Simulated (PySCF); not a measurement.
# AlH$_{7}$O$_{3}$Si$_{2}$ (SMILES [OH][Al]([OH])[O][SiH2][SiH3]): what the fields show

```xyz
13

Si    1.0664   -1.2945    0.0314
Si   -0.6726   -1.3999   -1.5524
O     1.0219    0.1056    0.9234
Al    0.0530    1.4893    1.0844
O     0.4217    2.7580    2.1385
O    -1.3234    1.5246    0.1018
H     0.9691   -2.4759    0.9462
H     2.3784   -1.3839   -0.6846
H    -2.0181   -1.4214   -0.9045
H    -0.5974   -0.2624   -2.5190
H    -0.5030   -2.6756   -2.3230
H     1.1850    2.7910    2.7162
H    -1.9710    2.2277    0.0490
```

Geometry: PBE0-D3(BJ)/def2-SVP.

Method: PBE0/pcSseg-1, SCF density, gas phase, non-relativistic (PySCF 2.14.0).

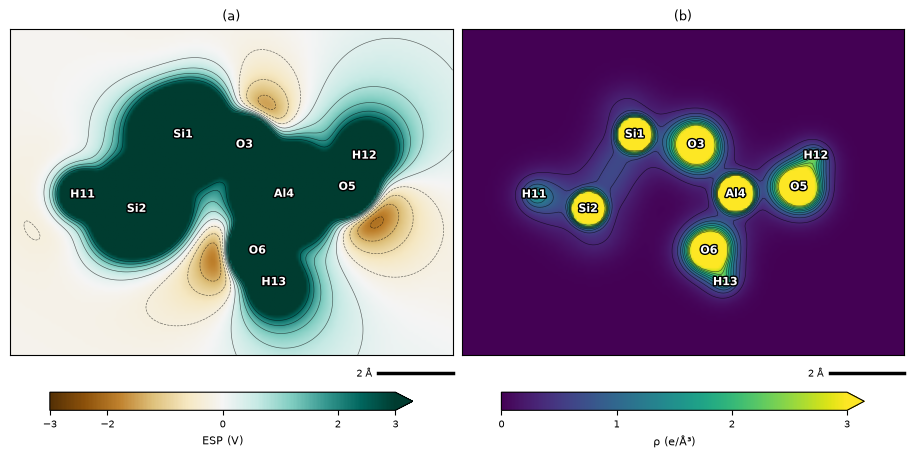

Figure 1. (a) molecular electrostatic potential; (b) total electron density on the plane of atoms Si1, O3 and Al4.

Q: What does the map show?

A:
- Atoms in the plane: Si, O, Al and H.
- Si–O (1.66 Å): ρ at the midpoint is about 1.1 e/Å³.
- Al–O (1.69 Å): the density is about 0.89 e/Å³ at the midpoint.
- Si–Si (2.35 Å): ρ at the midpoint is about 0.65 e/Å³.
- O–H (0.96 Å): ρ at the midpoint is about 3.7 e/Å³.
- Si–H (1.50 Å): ρ is about 0.76 e/Å³ halfway.
- Outside the dense part of the molecule the potential is most negative (−2.0 V) near O5.

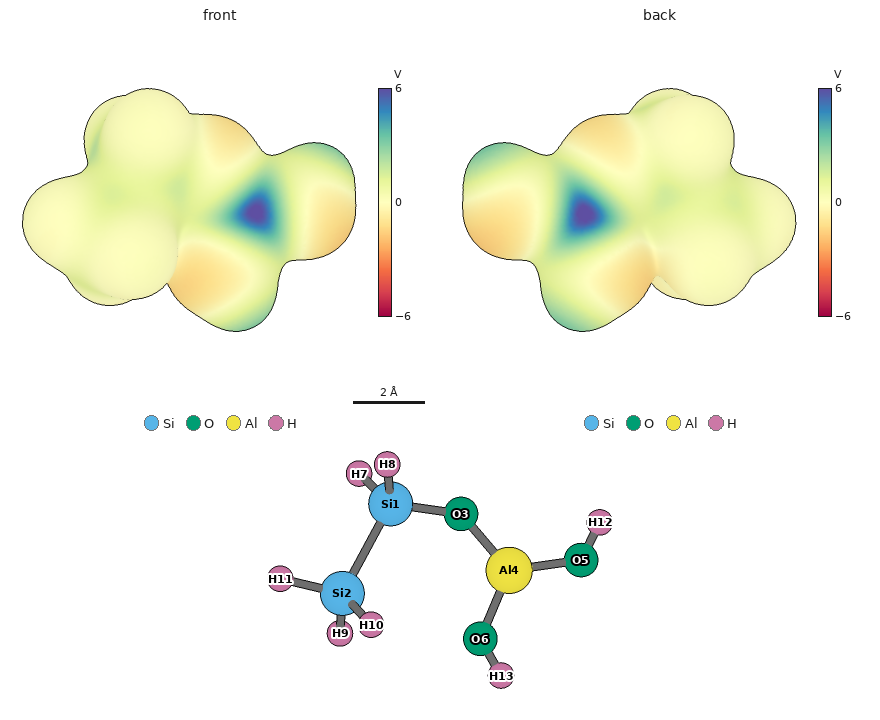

Figure 2. The electrostatic potential painted on the density surface at 0.004 e/bohr³, seen from the front and from behind; the colour scale runs from red (negative) to blue (positive). The bare structure is drawn below in the same view.

Q: Where is the surface potential most negative and most positive?

A: The most negative region (about −1.6 V) lies over O5, the most positive (about +5.8 V) over Al4. O5 is the likeliest acceptor of a hydrogen bond.

Q: What dipole moment does the calculation give?

A: Its dipole moment is 1.72 D.
